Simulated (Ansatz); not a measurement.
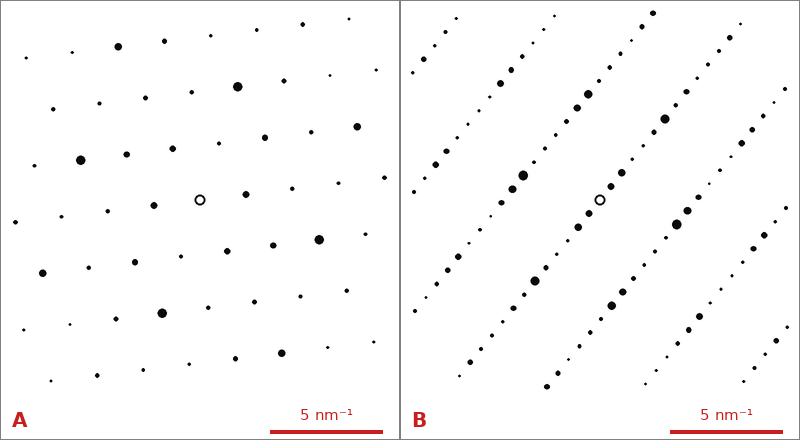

Kinematic electron diffraction patterns (300 kV, B = 0.5 Å², same scale, each along a low-index zone) of two structures of composition Zr2Br3, each relaxed at zero pressure with DFT PBE, scalar-relativistic, plane waves, PAW (Ansatz 0.2.0).

The structures (standard cells):
1. R-3m (No. 166), a = 3.412 Å, c = 38.494 Å (hexagonal axes), 15 atoms; generated start, possibly hypothetical
2. R-3c (No. 167), a = 6.112 Å, c = 22.329 Å (hexagonal axes), 30 atoms; generated start, possibly hypothetical

### Which pattern belongs to which structure, and along which zone?

A is structure 2 along [100] or an equivalent direction: oblique net of 0 1 2 at d = 4.78 Å and 0 1 -4 at d = 3.84 Å, 68.8° apart (some points of this net are extinct or too weak to see). B is structure 1 along [100] or an equivalent direction: oblique net of 0 0 3 at d = 12.83 Å and 0 -1 1 (weak) at d = 2.95 Å, 85.6° apart.

### Which structure lies lowest at this level of theory, and by how much?

Structure 1 (R-3m, 25.88 Å³ an atom) is the lowest of these; structure 2 (R-3c, 24.08 Å³ an atom) lies about 160 meV an atom higher. These are static energies at 0 K; other structures, not shown, may lie lower still.
